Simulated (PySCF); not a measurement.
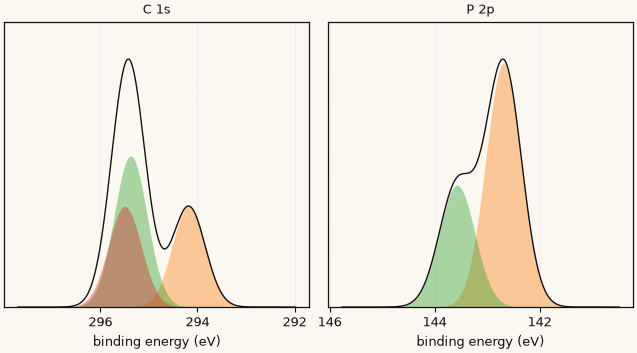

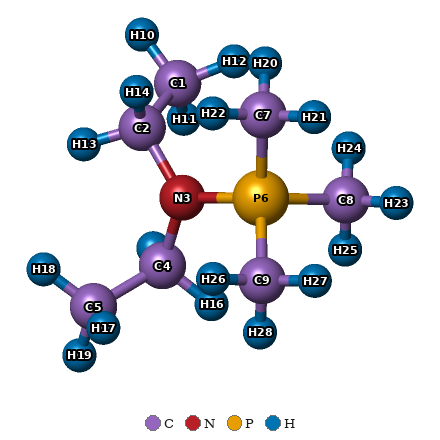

Simulated XPS of C₇H₁₉NP⁺, SMILES CCN(CC)[P+](C)(C)C. Vertical core-electron binding energies by ΔSCF (SCAN, pcX-2 on the ionised atom, pcseg-1 elsewhere, spin-free X2C; PySCF, at a PBE0-D3(BJ)/def2-SVP geometry (no frequency check)), gas phase, against the vacuum level. One atom of each kind was ionised; within a panel, areas follow the number of like atoms and 2j + 1 (2p levels are split by first-order spin-orbit coupling, an approximation), each panel is scaled alone, Gaussians of 0.8 eV full width. Only the regions named are shown. Lines closer than the width merge in the curve. The order of lines from different atoms under 0.3 eV apart is within the error of the method.

Assign the components.

```
  level       atoms  binding energy (eV)
   C 1s      C2, C4                295.5
   C 1s  C7, C8, C9                295.4
   C 1s      C1, C5                294.2
P 2p1/2          P6                143.6
P 2p3/2          P6                142.7
```

How large is the chemical shift across the C 1s region?

1.3 eV, from C1, C5 at 294.2 eV to C2, C4 at 295.5 eV.

Caveats: one conformer of a flexible molecule.
